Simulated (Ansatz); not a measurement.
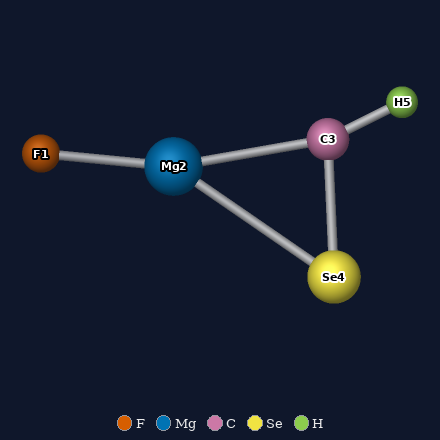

The system is CHFMgSe; the picture shows the reference structure. 
- Coordinates scanned: (1) bond length C3–H5; (2) angle H5–C3–Se4.
- Nothing is relaxed (all other coordinates rigid).
- Grid: 7 × 7 points.
- Points are written as (first, second).
- Energies: kcal/mol, counted from the lowest grid point.
- Level of theory: RKS r2SCAN-D4/def2-TZVP in Ansatz.

Its coordinates:

```yaml
atoms:
  - { symbol: F, position_ang: [0.6593, -2.2576, 1.5879] }
  - { symbol: Mg, position_ang: [0.2051, -0.8858, 0.5900] }
  - { symbol: C, position_ang: [0.1534, 0.9302, -0.3920] }
  - { symbol: Se, position_ang: [-1.4193, 0.2856, -1.0254] }
  - { symbol: H, position_ang: [0.4015, 1.9275, -0.7606] }
```

Range: bond length C3–H5 from 0.939 to 1.529 Å; angle H5–C3–Se4 from 88.8 to 138.8°.

Question: Predict the map.

Answer: The lowest grid point is at (1.135 Å, 113.8°). The bottom of the well lies between grid points, at about (1.091 Å, 114°), about 0.64 kcal/mol lower on the interpolated surface. No other kind of well shows on this grid. The highest grid point, (1.529 Å, 88.8°), lies 43.8 kcal/mol above the lowest. Round the minimum the two coordinates are nearly uncoupled.

```csv
"angle H5–C3–Se4 ↓, bond length C3–H5 →",0.939,1.037,1.135,1.234,1.332,1.430,1.529
138.8,19.7,9.0,8.6,13.9,22.0,31.4,41.0
130.5,15.3,4.6,4.0,9.2,17.3,26.6,36.3
122.1,12.4,1.6,1.0,6.2,14.2,23.6,33.3
113.8,11.4,0.6,0.0,5.1,13.2,22.5,32.3
105.5,12.5,1.7,1.1,6.3,14.3,23.7,33.4
97.1,16.0,5.3,4.7,9.9,18.0,27.4,37.2
88.8,22.1,11.4,11.0,16.3,24.5,34.0,43.8
```

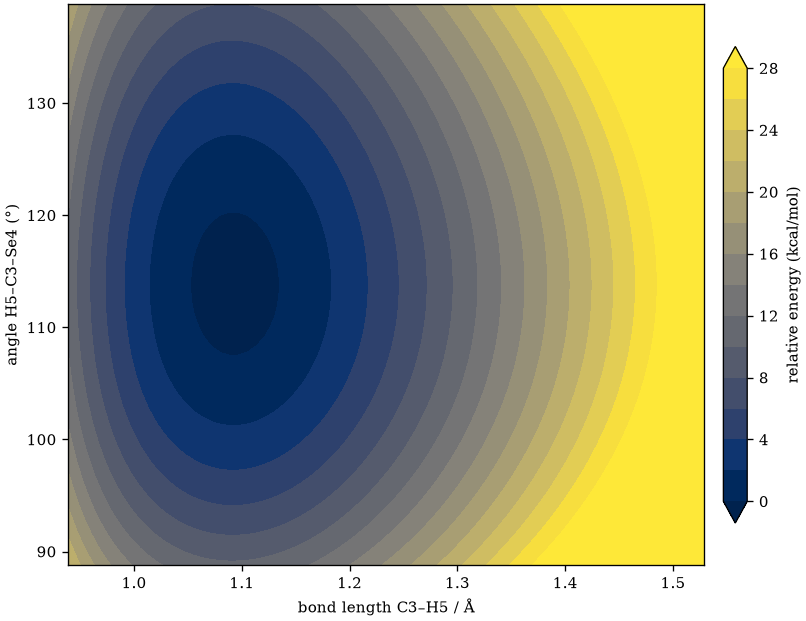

Drawn: filled contours, one colour for all values above the top of the scale. Between grid points the surface is interpolated.

The whole map (49 points run) took 7.3 min on 1 thread of Arm Neoverse V2 (shared host).
